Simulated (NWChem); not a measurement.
**PBE0/6-311G(2df,2pd) run of BH2O2F (SMILES OB(O)F)**

Aim: the vertical ionisation energy of BH2O2F at PBE0/6-311G(2df,2pd), from 2 runs. 

The results are computed with NWChem 7.3.0.

4 further runs of the same task are left out: 2 that didn't finish, 2 set aside as unsound or not needed.

## (1) The molecule

BH2O2F has 6 atoms, charge 0, and is taken as a singlet. SMILES: `OB(O)F`. The shape is that of a PBE0-D4/def2-TZVP optimisation. This is one conformer, not always the lowest.

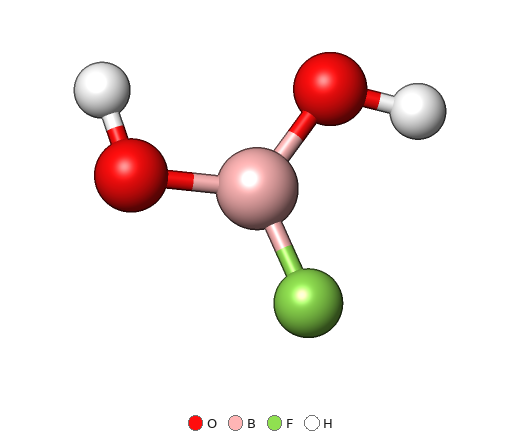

The structure, seen from a chosen angle (oxygen red, boron pink, fluorine green, hydrogen white).

## (2) The energy at PBE0/6-311G(2df,2pd)

File calc.xyz:

```xyz
6
BFH2O2
O     -0.477500     0.971000    -0.208400
B     -0.023800    -0.307500    -0.106500
O      0.989400    -0.635200     0.726100
F     -0.573100    -1.280600    -0.833200
H     -1.198900     1.066100    -0.834300
H      1.326000     0.122200     1.210000
```

File calc.nw:

```
start calc
title "BFH2O2"
memory 2200 mb

geometry units angstroms noautosym nocenter noautoz
  load format xyz calc.xyz
end

basis spherical bse
  * library "6-311G(2df,2pd)"
end

dft
  xc pbe0
  grid fine
  convergence energy 1e-08
  maxiter 100
  mulliken
  noprint "final vectors analysis"
end

task dft energy
```

On the command line:

```
$ nwchem calc.nw > calc.out
```

Output:

```text
[...]
          Wavefunction type:  closed shell.
          No. of atoms     :     6
          No. of electrons :    32
[...]
          Charge           :     0
          Spin multiplicity:     1
[...]
          AO basis - number of functions:   148
[...]
              XC Information
              --------------
                         PBE0 Method XC Functional
                     Hartree-Fock (Exact) Exchange  0.250
          PerdewBurkeErnzerhof Exchange Functional  0.750
            Perdew 1991 LDA Correlation Functional  1.000 local
           PerdewBurkeErnz. Correlation Functional  1.000 non-local
[...]
 d= 0,ls=0.0,diis     1   -276.2261693532 -3.91D+02  5.01D-03  1.06D+00     3.6
[...]
 d= 0,ls=0.0,diis     8   -276.3272178344  8.91D-09  1.77D-06  5.67D-07    25.4
         Total DFT energy =     -276.327217834399
      One electron energy =     -608.959014728693
           Coulomb energy =      250.473666963470
    Exchange-Corr. energy =      -32.340431532664
 Nuclear repulsion energy =      114.498561463488
[...]
      Total Density - Mulliken Population Analysis
     ---------------------------------------------
    Atom       Charge   Shell Charges
 -----------   ------   -------------------------------------------------------
    1 O    8     8.33   1.08  0.91  0.98  0.98  2.07  0.75  1.54  0.00  0.02  0.00
    2 B    5     4.49   1.13  0.85  0.50  0.57  0.77  0.04  0.23  0.11  0.20  0.08
    3 O    8     8.32   1.08  0.91  0.98  0.99  2.07  0.75  1.52  0.00  0.02  0.00
    4 F    9     9.28   1.08  0.92  1.18  1.08  2.36  0.85  1.81  0.00  0.01  0.00
    5 H    1     0.80   0.26  0.38  0.05  0.02  0.07  0.01
    6 H    1     0.79   0.26  0.38  0.05  0.02  0.07  0.01
[...]
```

It took 26 s on 1 thread of Intel Xeon Platinum 8488C (Sapphire Rapids), shared host; peak memory 0.12 GiB.

## (3) The doublet cation

File bfh2o2.xyz:

```xyz
6

O     -0.477500     0.971000    -0.208400
B     -0.023800    -0.307500    -0.106500
O      0.989400    -0.635200     0.726100
F     -0.573100    -1.280600    -0.833200
H     -1.198900     1.066100    -0.834300
H      1.326000     0.122200     1.210000
```

File bfh2o2.nw:

```
start bfh2o2
memory stack 880 mb heap 220 mb global 1100 mb
charge 1

geometry noautosym nocenter noautoz
 load format xyz bfh2o2.xyz
end

basis spherical bse
 * library "6-311G(2df,2pd)"
end

dft
 xc pbe0
 mult 2
 grid fine
 convergence energy 1e-08
 iterations 100
 mulliken
 print low
end

task dft energy
```

On the command line:

```
$ nwchem bfh2o2.nw > bfh2o2.out
```

Output:

```text
[...]
 d= 0,ls=0.0,diis     1   -275.6895762709 -3.90D+02  3.56D-03  5.20D-01     4.6
[...]
 d= 0,ls=0.0,diis    15   -275.8734457001 -8.39D-09  2.01D-07  2.18D-09    63.4
[...]
         Total DFT energy =     -275.873445700083
      One electron energy =     -598.977757150868
           Coulomb energy =      240.535265635039
    Exchange-Corr. energy =      -31.929515647742
 Nuclear repulsion energy =      114.498561463488
[...]
      Total Density - Mulliken Population Analysis
     ---------------------------------------------
    Atom       Charge   Shell Charges
 -----------   ------   -------------------------------------------------------
    1 O    8     8.01   1.08  0.91  0.96  1.02  2.03  0.74  1.25  0.00  0.02  0.00
    2 B    5     4.42   1.13  0.85  0.50  0.59  0.85  0.01  0.12  0.11  0.16  0.09
    3 O    8     7.95   1.08  0.91  0.95  1.04  2.01  0.75  1.19  0.00  0.02  0.00
    4 F    9     9.17   1.08  0.92  1.17  1.09  2.36  0.85  1.70  0.00  0.01  0.00
    5 H    1     0.72   0.25  0.35  0.03  0.02  0.06  0.01
    6 H    1     0.73   0.25  0.36  0.03  0.02  0.06  0.01
[...]
      <S2> =      0.7695 (Exact =     0.7500)
[...]
```

It took 64 s on 1 thread of Intel Xeon Platinum 8488C (Sapphire Rapids), shared host; peak memory 0.12 GiB.

## (4) What came out

Level: PBE0/6-311G(2df,2pd).

```
                                          quantity          value
                      singlet BH2O2F: total energy  -276.32722 Eh
                     singlet BH2O2F: dipole moment         1.86 D
                      doublet cation: total energy  -275.87345 Eh
                              doublet cation: ⟨S²⟩          0.769
vertical ionisation energy (to the doublet cation)      12.348 eV
```

What this shows: The vertical ionisation energy comes to 12.35 eV (285 kcal/mol). Mulliken charges (singlet BH2O2F) run from -0.33 on O1 to +0.51 on B2.
